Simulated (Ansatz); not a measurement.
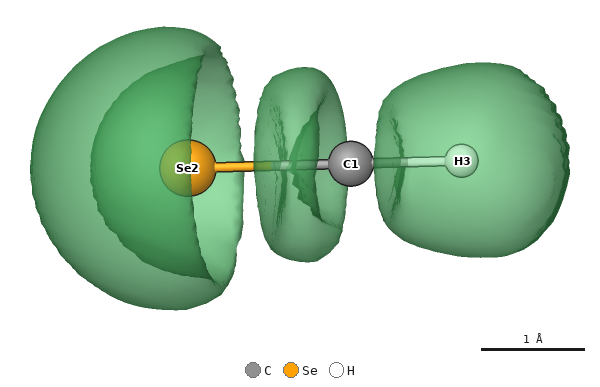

Figure 1: CHSe (SMILES [CH+]=[Se]) (charge +1). Isosurface of the electron localisation function at 0.75 (green), seen from one side. Only the valence region is drawn (cores and ρ < 0.01 e/Å³ removed).

Computed with RKS PBE/def2-SVP (Ansatz).

Question: What do the ELF domains correspond to?

Answer: At this value the surface marks out one region between bonded C–Se atoms (shared pairs), one region around a hydrogen nucleus and one ring or bowl of non-bonding electrons around Se. Profiles from the grid: C–Se (1.63 Å): the ELF peaks at about 0.80 between the atoms: localised, covalent bonding. C–H (1.10 Å): the ELF climbs to about 1 towards the hydrogen, as it does in any bond to H; an ordinary covalent bond to hydrogen.
